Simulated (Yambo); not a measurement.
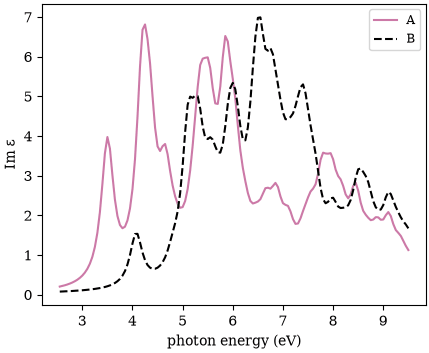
*Two computed absorption spectra of K₂Te (anti-fluorite, space group Fm-3m, No. 225) (Yambo, LDA bands with the same scissor, field along x)*

Q: Which curve includes the electron-hole attraction (BSE)?

A: Curve A: the attraction moves weight to lower energy (centre of the plotted range 6.0 eV against 6.7 eV). Settings: 4×4×4 mesh, 3 valence and 12 conduction bands, static screening with 66 bands and a 4 Ry block, scissor 1.82 eV, Tamm-Dancoff. The scissor comes from a G0W0 run whose convergence isn't established. Broadening 0.15 eV. The band window holds all transitions up to 11.9 eV. On this mesh the peak heights and the fine structure are mesh artefacts; only the shift of weight is robust.

The standard potential for Te keeps a d shell in the valence without the s and p states of that shell. In tests on such compounds this moved G0W0 gaps by up to about 0.9 eV, so absolute quasiparticle energies here are unreliable; differences between settings are what counts.

Spin-orbit coupling is not included.

Geometry relaxed with LDA; primitive cell a = b = c = 5.6016 Å, α = β = γ = 60.00°.
